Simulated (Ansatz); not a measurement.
ClF4HW···PH3

```tsv
atom	x (Å)	y (Å)	z (Å)
W	-0.3440	-0.0440	-0.0698
Cl	-0.8587	-0.1112	2.1876
H	0.9522	0.6328	-0.9176
F	-0.5439	1.8010	0.0532
F	-2.1392	-0.0243	-0.5694
F	1.0668	-1.1286	0.4928
F	-0.3046	-1.2273	-1.5074
P	2.9726	2.0008	1.6388
H	3.1347	0.7909	0.8951
H	2.1009	2.5899	0.6709
H	1.8951	1.4796	2.4203
```

Core potentials replace the inner electrons of W.

These are results of Ansatz 0.2.0, RKS B3LYP-D4/def2-SVP, not measurements.

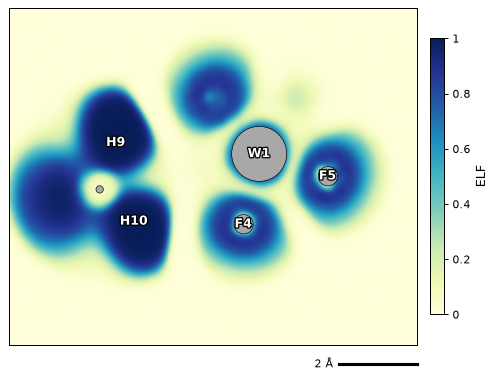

Figure 1. Electron localisation function on the plane of atoms F4, W1 and F5. Grey discs cover the atomic cores.

Question: What does the map show?

Answer: The plane passes through W, F and H nuclei. W–F (1.86 Å): the ELF peaks at about 0.85 in the valence shell of F, 0.6 Å from its nucleus, and drops to about 0.25 between the two atoms. The ELF also peaks beside P8, away from the bonds: lone-pair regions.

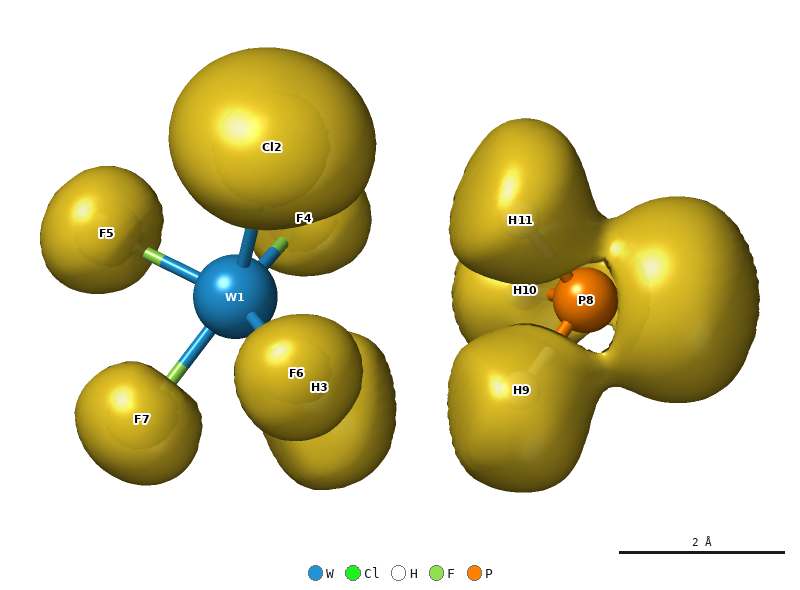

Figure 2. Isosurface of the ELF at 0.75 (yellow), seen across its widest extent. Core shells and regions of very low density are left out.

Question: Identify the bonds, lone pairs and shells in this picture.

Answer: At this value the surface marks out one region around a hydrogen nucleus, one region wrapped around Cl (its valence shell), four regions wrapped around F (the valence shell of each) and one joined region spread over several atoms (H, P), in which their bonds and any lone pairs are merged.


P8···W1 (4.25 Å): the ELF dips to about 0 between them (a weak contact between the two molecules).

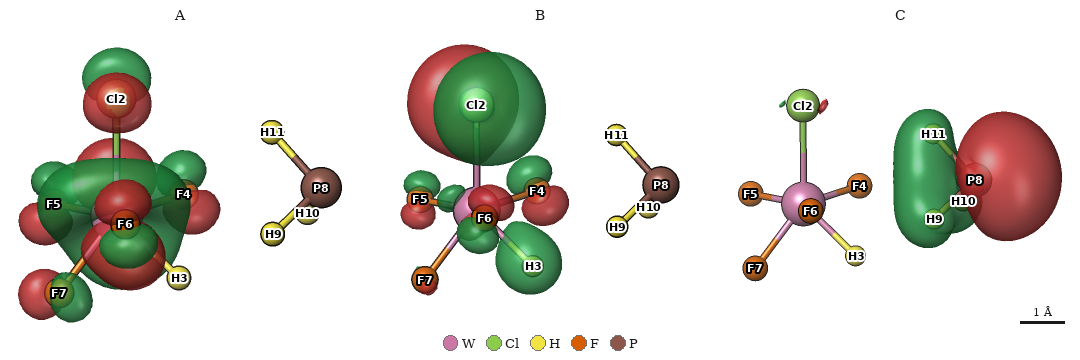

Figure 3. Three frontier orbitals at ±0.1 Å⁻³ᐟ² (green and red are the two phases), in no order.

Question: Order the three orbitals by energy and name them.

Answer: B is the HOMO−1 (−9.65 eV). Its weight (Hirshfeld) is mainly on Cl2 (about 80 %) and W1 (about 5 %); largely a lone pair of Cl2. C is the HOMO (−7.76 eV). Its weight (Hirshfeld) is mainly on P8 (about 80 %); largely a lone pair of P8. A is the LUMO (−4.80 eV). Its weight (Hirshfeld) is mainly on W1 (about 70 %), Cl2 (about 10 %), F6 (about 5 %) and F4 (about 5 %).

Question: What is the HOMO–LUMO gap?

Answer: 2.96 eV between the orbital energies.
